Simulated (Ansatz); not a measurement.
# FeH6C2 (element-swapped structure): how the settings move a single-point run

How sensitive is a single-point run of FeH6C2 (element-swapped structure) to its settings? A reference run comes first, then four runs with altered input.

Program: Ansatz 0.2.0. Level of theory: reference: DFT r2SCAN, plane waves, PAW, scalar-relativistic, no spin polarisation. These are calculated values, not measurements.

## Step 1: The system as given

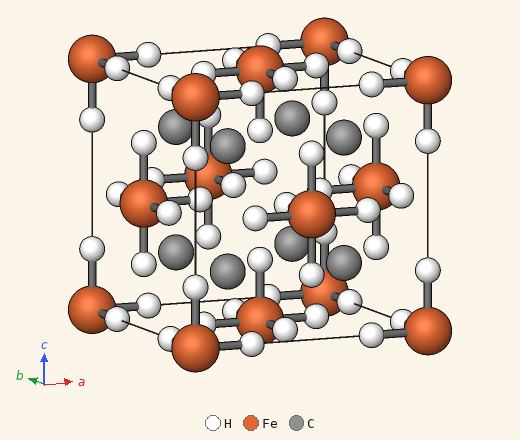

Start, viewed slightly off an axis; hydrogen white, iron orange, carbon grey. Atoms on the faces are drawn again on the opposite ones. The cell drawn here is the conventional one.

Structure file:

```cif
data_structure
_symmetry_space_group_name_H-M 'P 1'
_symmetry_Int_Tables_number 1
_cell_length_a 4.1757
_cell_length_b 4.1757
_cell_length_c 4.1757
_cell_angle_alpha 60.000
_cell_angle_beta 60.000
_cell_angle_gamma 60.000
_cell_volume 51.48
loop_
_atom_site_label
_atom_site_type_symbol
_atom_site_fract_x
_atom_site_fract_y
_atom_site_fract_z
_atom_site_occupancy
H1 H 0.75800 0.24200 0.24200 1
H2 H 0.24200 0.75800 0.24200 1
H3 H 0.24200 0.75800 0.75800 1
H4 H 0.75800 0.24200 0.75800 1
H5 H 0.24200 0.24200 0.75800 1
H6 H 0.75800 0.75800 0.24200 1
Fe1 Fe 0.00000 0.00000 0.00000 1
C1 C 0.25000 0.25000 0.25000 1
C2 C 0.75000 0.75000 0.75000 1
```

## Step 2: The reference run

input.yaml reads:

```yaml
crystal:
  lattice:
    - [0.0, 2.952667, 2.952667]
    - [2.952667, 0.0, 2.952667]
    - [2.952667, 2.952667, 0.0]
  atoms:
    - { symbol: H, position: [0.758, 0.242, 0.242] }
    - { symbol: H, position: [0.242, 0.758, 0.242] }
    - { symbol: H, position: [0.242, 0.758, 0.758] }
    - { symbol: H, position: [0.758, 0.242, 0.758] }
    - { symbol: H, position: [0.242, 0.242, 0.758] }
    - { symbol: H, position: [0.758, 0.758, 0.242] }
    - { symbol: Fe, position: [0.0, 0.0, 0.0] }
    - { symbol: C, position: [0.25, 0.25, 0.25] }
    - { symbol: C, position: [0.75, 0.75, 0.75] }
  symmetry: { tolerance: 0.0003 }
kpoints:
  mp_grid: { grid: [5, 5, 5], shift: [0, 0, 0] }
magnetization:
  spin_polarized: false
scf:
  occupations: { method: tetrahedron }
hamiltonian:
  pseudopotentials: { kind: paw }
  xc: r2scan
basis:
  ecutwfc: 500
output:
  forces: true
  stress: true
  eigenvalues: true
```

Command:

```bash
$ ansatz run input.yaml --threads 1 --pin off --max-ram 2560MiB --backend cpu --events-out ev --progress --plain --runs-dir out
```

Standard output, cut to the lines that bear on the results:

```text
Warning: output.forces, output.stress, relax.cell or npt_langevin: where a Kohn–Sham band that disperses or a degenerate level is filled in part under the method tetrahedron, the forces or the stress that this run publishes need not agree with its energy (scf.occupations.method in the [...]
Warning: RAYON_NUM_THREADS=1 ignored (pool sized by the plan → 1); use --threads N
[...]
Pseudopotentials: kind: paw
Pseudopotential: H, paw, valence charge 1, recommended cutoff 500 eV (meta_gga), H.paw.azcp
Pseudopotential: Fe, paw, valence charge 16, recommended cutoff 500 eV (meta_gga), Fe.paw.azcp
Pseudopotential: C, paw, valence charge 4, recommended cutoff 500 eV (meta_gga), C.paw.azcp
Functional definition: r2SCAN
[...]
Crystal: 9 atoms, lattice volume = 51.484 Å³
Basis set: ecut = 500 eV, 1291 PW (Γ), exchange–correlation on 128×128×128 points (64 copies of the dense FFT grid, shifted against one another)
Bands: 24, of which v1, the nominal top of the filled ones, is band 15 counted from 1 (14 counted from 0)
Symmetry: 48 space group operations
Space group: Fm-3m (ITA 225), of the structure as read, at distance tolerance 1.1e-3 Å
k-points: 10 of 125
[...]
SCF iter   1: F=—  HF=-5069.332513 eV  |F-HF|=—  |Δ(HF+E_count)|=         —  Δρ=3.11e-2  dr2=6.82e-1  dr2_τ=2.48e-1  ethr=1.77e-3  ⟨swp⟩=5.3  Hψ=1018  notcnv=0  defer=1
[...]
SCF iter  11: F=-5069.329320 eV  HF=-5069.329320 eV  |F-HF|=6.63e-9  |Δ(HF+E_count)|=   8.39e-9  Δρ=5.92e-6  dr2=1.31e-8  dr2_τ=3.23e-10  ethr=3.33e-10  ⟨swp⟩=7.0  Hψ=829  notcnv=0
[...]
SCF converged after 11 iterations
Stability not checked: this state was not tested for a lower state beside it, because cold or Methfessel-Paxton smearing, or corrected tetrahedra, fill the levels in a way that the test cannot read (fill_not_monotonic; see scf.lower_state_search)
Free energy (F): -5069.329320 eV
[...]
E sigma→0 (E₀):  -5069.329320 eV
Fermi energy:    7.037862 eV
[...]
--- Forces (eV/Å), atoms counted from 1 ---
  atom   1  H      2.34467560     0.00000000     0.00000000
  atom   2  H     -0.00000000     2.34467560     0.00000000
  atom   3  H     -2.34467560    -0.00000000     0.00000000
  atom   4  H      0.00000000    -2.34467560     0.00000000
  atom   5  H     -0.00000000    -0.00000000     2.34467560
  atom   6  H      0.00000000     0.00000000    -2.34467560
  atom   7  Fe    -0.00000000     0.00000000     0.00000000
  atom   8  C      0.00000000    -0.00000000     0.00000000
[...]
--- Stress (GPa, compression-positive) ---
        4.705984      -0.000000      -0.000000
       -0.000000       4.705984      -0.000000
        0.000000       0.000000       4.705984
  P = ⅓ Tr σ = 4.7060 GPa (47.060 kbar)
--- Band table (eV; the first three rows and the last of 10) ---
  k-point 0: bands = ["-83.3031", "-48.0899", "-48.0899", "-48.0899", "-7.7886", "-1.6472", "2.0232", "2.0232", "2.9102", "2.9102", "2.9102", "4.6726", "4.6726", "4.6726", "5.7637", "7.0557", "7.0557", "7.0557", "8.0046", "8.0046", "8.0046", "13.7655", "13.7655", "15.3229"]
[...]
```

Wall time 3.2 s (1 thread of Intel Xeon Platinum 8375C at 2.90GHz (Ice Lake), shared host); peak memory 0.58 GiB.

## Step 3: Changed: chi_scale 0.1

input.yaml: that of step 2 with these lines changed.

```diff
@@ -22,2 +22,3 @@
   occupations: { method: tetrahedron }
+  initial_density: { chi_scale: 0.1 }
 hamiltonian:
@@ -31 +32,5 @@
   eigenvalues: true
+  write_density: true
+  write_potential: true
+  elf: true
+  volumetric_format: npy
```

Command:

```bash
$ ansatz run input.yaml --threads 1 --pin off --max-ram 2560MiB --backend cpu --events-out ev --progress --plain --runs-dir out
```

Standard output, cut to the lines that bear on the results:

```text
Warning: output.forces, output.stress, relax.cell or npt_langevin: where a Kohn–Sham band that disperses or a degenerate level is filled in part under the method tetrahedron, the forces or the stress that this run publishes need not agree with its energy (scf.occupations.method in the [...]
Warning: RAYON_NUM_THREADS=1 ignored (pool sized by the plan → 1); use --threads N
[...]
[... 5 set-up lines as earlier in the session ...]
[...]
Crystal: 9 atoms, lattice volume = 51.484 Å³
Basis set: ecut = 500 eV, 1291 PW (Γ), exchange–correlation on 128×128×128 points (64 copies of the dense FFT grid, shifted against one another)
Bands: 24, of which v1, the nominal top of the filled ones, is band 15 counted from 1 (14 counted from 0)
[... 1 set-up line as earlier in the session ...]
[...]
SCF converged after 14 iterations
Stability not checked: this state was not tested for a lower state beside it, because cold or Methfessel-Paxton smearing, or corrected tetrahedra, fill the levels in a way that the test cannot read (fill_not_monotonic; see scf.lower_state_search)
Free energy (F): -5069.329320 eV
[...]
E sigma→0 (E₀):  -5069.329320 eV
Fermi energy:    7.037859 eV
[...]
--- Forces (eV/Å), atoms counted from 1 ---
  atom   1  H      2.34466296     0.00000000    -0.00000000
  atom   2  H     -0.00000000     2.34466296     0.00000000
  atom   3  H     -2.34466296    -0.00000000     0.00000000
  atom   4  H      0.00000000    -2.34466296     0.00000000
  atom   5  H      0.00000000     0.00000000     2.34466296
  atom   6  H      0.00000000    -0.00000000    -2.34466296
  atom   7  Fe    -0.00000000     0.00000000    -0.00000000
  atom   8  C      0.00000000     0.00000000     0.00000000
[...]
--- Stress (GPa, compression-positive) ---
        4.706185       0.000000       0.000000
       -0.000000       4.706185      -0.000000
        0.000000      -0.000000       4.706185
  P = ⅓ Tr σ = 4.7062 GPa (47.062 kbar)
--- Band table (eV; the first three rows and the last of 10) ---
[... band rows left out ...]
[...]
```

Wall time 3.1 s (1 thread of Intel Xeon Platinum 8375C at 2.90GHz (Ice Lake), shared host); peak memory 0.54 GiB.

With the changed start the energy agrees within 0.5 meV/atom.

## Step 4: A further run, with the input changed

input.yaml: that of step 2 with these lines changed.

```diff
@@ -25,2 +25,3 @@
   xc: r2scan
+  hubbard: { sites: [{ species: Fe, l: d, u_eff: 2.0 }], double_counting: fll }
 basis:
@@ -31 +32,2 @@
   eigenvalues: true
+total_charge: -1
```

Command:

```bash
$ ansatz run input.yaml --threads 1 --pin off --max-ram 2560MiB --backend cpu --events-out ev --progress --plain --runs-dir out
```

Standard output, cut to the lines that bear on the results:

```text
Warning: output.forces, output.stress, relax.cell or npt_langevin: where a Kohn–Sham band that disperses or a degenerate level is filled in part under the method tetrahedron, the forces or the stress that this run publishes need not agree with its energy (scf.occupations.method in the [...]
Warning: RAYON_NUM_THREADS=1 ignored (pool sized by the plan → 1); use --threads N
H: projections on atomic orbitals take those of the free atom 1s1, of charge +0.00 (hamiltonian.pseudopotentials.projection_atoms); the dataset's partial waves leave at most 1.2e-11 of an orbital's norm unspanned inside its sphere
Fe: projections on atomic orbitals take those of the free atom [Ne] 3s2 3p6 3d6 4s2, of charge +0.00 (hamiltonian.pseudopotentials.projection_atoms); the dataset's partial waves leave at most 1.1e-6 of an orbital's norm unspanned inside its sphere
[...]
Stability not checked: this state was not tested for a lower state beside it, because cold or Methfessel-Paxton smearing, or corrected tetrahedra, fill the levels in a way that the test cannot read (fill_not_monotonic; see scf.lower_state_search)
Free energy (F): -5059.643254 eV
[...]
E sigma→0 (E₀):  -5059.643254 eV
Entropy (-TS):   -0.005502 eV (-0.611 meV/atom)
Fermi energy:    8.087368 eV
[...]
--- Forces (eV/Å), atoms counted from 1 ---
  atom   1  H      2.31679045     0.00000000     0.00000000
  atom   2  H     -0.00000000     2.31679045     0.00000000
  atom   3  H     -2.31679045    -0.00000000     0.00000000
  atom   4  H      0.00000000    -2.31679045    -0.00000000
  atom   5  H      0.00000000     0.00000000     2.31679045
  atom   6  H      0.00000000     0.00000000    -2.31679045
  atom   7  Fe    -0.00000000     0.00000000     0.00000000
  atom   8  C      0.00000000    -0.00000000     0.00000000
[...]
--- Stress (GPa, compression-positive) ---
       -0.247349       0.000000       0.000000
        0.000000      -0.247349      -0.000000
        0.000000      -0.000000      -0.247349
  P = ⅓ Tr σ = -0.2473 GPa (-2.473 kbar)
--- Band table (eV; the first three rows and the last of 10) ---
[... band rows left out ...]
[...]
Occupation matrices written to <dir>
```

It took 3.8 s on 1 thread of Intel Xeon Platinum 8375C at 2.90GHz (Ice Lake), shared host; peak memory 0.57 GiB.

## Step 5: Can this result be trusted?

The run converged and reported no error, with warnings (band table not solved further, filled band counts differ across k points, tetrahedron derivatives may miss energy slope). Its log warns: «output.forces, output.stress, relax.cell or npt_langevin: where a Kohn–Sham band that disperses or a degenerate level is filled in part under the method tetrahedron ...»

The suspect setting: total_charge is -1. With this charge the calculation describes a differently charged system.

The way back: delete total_charge (the default then holds).

A change of charge puts the total energy on another scale; the pressure goes from 4.7 to -0.2 GPa and the largest force goes from 2.34 to 2.32 eV/Å. The Hubbard U changed too.

## Step 6: A run with other settings

input.yaml: that of step 2 with these lines changed.

```diff
@@ -22,2 +22,3 @@
   occupations: { method: tetrahedron }
+  lower_state_search: "off"
 hamiltonian:
@@ -31 +32,2 @@
   eigenvalues: true
+total_charge: -1
```

Command:

```bash
$ ansatz run input.yaml --threads 1 --pin off --max-ram 2560MiB --backend cpu --events-out ev --progress --plain --runs-dir out
```

Standard output, cut to the lines that bear on the results:

```text
Warning: output.forces, output.stress, relax.cell or npt_langevin: where a Kohn–Sham band that disperses or a degenerate level is filled in part under the method tetrahedron, the forces or the stress that this run publishes need not agree with its energy (scf.occupations.method in the [...]
Warning: RAYON_NUM_THREADS=1 ignored (pool sized by the plan → 1); use --threads N
[...]
[... 5 set-up lines as earlier in the session ...]
[...]
Crystal: 9 atoms, lattice volume = 51.484 Å³
Basis set: ecut = 500 eV, 1291 PW (Γ), exchange–correlation on 128×128×128 points (64 copies of the dense FFT grid, shifted against one another)
Bands: 25, of which v1, the nominal top of the filled ones, is band 16 counted from 1 (15 counted from 0)
[... 1 set-up line as earlier in the session ...]
[...]
SCF converged after 12 iterations
Stability not checked: this state was not tested for a lower state beside it, because cold or Methfessel-Paxton smearing, or corrected tetrahedra, fill the levels in a way that the test cannot read (fill_not_monotonic; see scf.lower_state_search)
Free energy (F): -5061.598404 eV
[...]
E sigma→0 (E₀):  -5061.598404 eV
Entropy (-TS):   -0.007374 eV (-0.819 meV/atom)
Fermi energy:    8.160751 eV
[...]
--- Forces (eV/Å), atoms counted from 1 ---
  atom   1  H      2.38718837     0.00000000     0.00000000
  atom   2  H     -0.00000000     2.38718837     0.00000000
  atom   3  H     -2.38718837    -0.00000000    -0.00000000
  atom   4  H      0.00000000    -2.38718837     0.00000000
  atom   5  H      0.00000000     0.00000000     2.38718837
  atom   6  H      0.00000000    -0.00000000    -2.38718837
  atom   7  Fe    -0.00000000     0.00000000     0.00000000
  atom   8  C      0.00000000     0.00000000    -0.00000000
[...]
--- Stress (GPa, compression-positive) ---
       -0.001773       0.000000       0.000000
        0.000000      -0.001773       0.000000
        0.000000      -0.000000      -0.001773
  P = ⅓ Tr σ = -0.0018 GPa (-0.018 kbar)
--- Band table (eV; the first three rows and the last of 10) ---
[... band rows left out ...]
[...]
```

It took 3.1 s on 1 thread of Intel Xeon Platinum 8375C at 2.90GHz (Ice Lake), shared host; peak memory 0.58 GiB.

## Step 7: A look at that input

The run converged and reported no error, with warnings (band table not solved further, tetrahedron derivatives may miss energy slope). Its log warns: «output.forces, output.stress, relax.cell or npt_langevin: where a Kohn–Sham band that disperses or a degenerate level is filled in part under the method tetrahedron ...»

In the input, total_charge is -1. The typed charge changes the electron count, so this is no longer the system that was meant.

The way back: delete total_charge (the default then holds).

A change of charge puts the total energy on another scale; the pressure goes from 4.7 to 0.0 GPa and the largest force goes from 2.34 to 2.39 eV/Å. The search for lower states changed too.

## Step 8: Variant: xc_grid 1, accuracy medium

input.yaml: that of step 2 with these lines changed.

```diff
@@ -27,2 +27,3 @@
   ecutwfc: 500
+  xc_grid: 1
 output:
@@ -31 +32,2 @@
   eigenvalues: true
+accuracy: medium
```

Command:

```bash
$ ansatz run input.yaml --threads 1 --pin off --max-ram 2560MiB --backend cpu --events-out ev --progress --plain --runs-dir out
```

Standard output, cut to the lines that bear on the results:

```text
Warning: output.forces, output.stress, relax.cell or npt_langevin: where a Kohn–Sham band that disperses or a degenerate level is filled in part under the method tetrahedron, the forces or the stress that this run publishes need not agree with its energy (scf.occupations.method in the [...]
Warning: RAYON_NUM_THREADS=1 ignored (pool sized by the plan → 1); use --threads N
[...]
[... 5 set-up lines as earlier in the session ...]
[...]
Crystal: 9 atoms, lattice volume = 51.484 Å³
Basis set: ecut = 500 eV, 1291 PW (Γ)
Bands: 24, of which v1, the nominal top of the filled ones, is band 15 counted from 1 (14 counted from 0)
[... 2 set-up lines as earlier in the session ...]
k-points: 10 of 125
[...]
SCF converged after 11 iterations
Stability not checked: this state was not tested for a lower state beside it, because cold or Methfessel-Paxton smearing, or corrected tetrahedra, fill the levels in a way that the test cannot read (fill_not_monotonic; see scf.lower_state_search)
Free energy (F): -5069.329135 eV
[...]
E sigma→0 (E₀):  -5069.329135 eV
Fermi energy:    7.037965 eV
[...]
--- Forces (eV/Å), atoms counted from 1 ---
  atom   1  H      2.34501363     0.00000000    -0.00000000
  atom   2  H     -0.00000000     2.34501363     0.00000000
  atom   3  H     -2.34501363    -0.00000000    -0.00000000
  atom   4  H      0.00000000    -2.34501363    -0.00000000
  atom   5  H      0.00000000     0.00000000     2.34501363
  atom   6  H     -0.00000000     0.00000000    -2.34501363
  atom   7  Fe    -0.00000000    -0.00000000    -0.00000000
  atom   8  C     -0.00000000    -0.00000000     0.00000000
[...]
--- Stress (GPa, compression-positive) ---
        4.698855      -0.000000      -0.000000
       -0.000000       4.698855       0.000000
       -0.000000       0.000000       4.698855
  P = ⅓ Tr σ = 4.6989 GPa (46.989 kbar)
--- Band table (eV; the first three rows and the last of 10) ---
[... band rows left out ...]
[...]
```

Run time: 2.4 s. Hardware: 1 thread of Intel Xeon Platinum 8375C at 2.90GHz (Ice Lake), shared host; peak memory 0.45 GiB.

Changing the numerical grids and accuracy level hardly moves the energy: 0.0 meV/atom.

## Step 9: Side by side

| run | ending | energy change | pressure (GPa) | gap (eV) | force (eV/Å) | cycles | time |
| --- | --- | --- | --- | --- | --- | --- | --- |
| reference | converged | 0 | 4.7 | 0.02 | 2.34 | 11 | 3.2 s |
| 1: chi_scale 0.1 | converged | 0.0 meV/atom | 4.7 | 0.02 | 2.34 | 14 | 3.1 s |
| 2: hubbard.sites [{species: Fe, l: d, u_eff: 2.0}], hubbard.double_counting fll, total_charge -1 | converged | not comparable | -0.2 | 0.00 | 2.32 | 12 | 3.8 s |
| 3: lower_state_search off, total_charge -1 | converged | not comparable | 0.0 | 0.00 | 2.39 | 12 | 3.1 s |
| 4: xc_grid 1, accuracy medium | converged | 0.0 meV/atom | 4.7 | 0.02 | 2.35 | 11 | 2.4 s |

Times don't compare one to one where runs were asked for different outputs or read a saved state (see the inputs); cycles may leave out searches for a lower state.

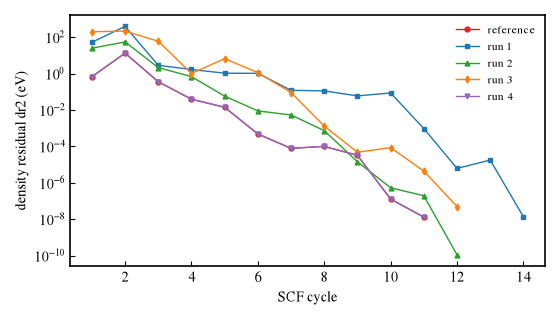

Residual by cycle in the longest SCF loop of each run; runs are numbered as in the table.

Of the converged runs whose energies compare with the reference's, none moves it noticeably. A changed U is a change of model: its shifts are not errors of convergence. The reference has no spin polarisation; with Fe present, a magnetic state may lie lower.

The reference is no final answer either: its mesh is coarse for a cell with so small a gap or none; the cell is far from equilibrium (5 GPa, forces up to 2.3 eV/Å), so its values aren't those of the relaxed material; the structure is made up and not relaxed.
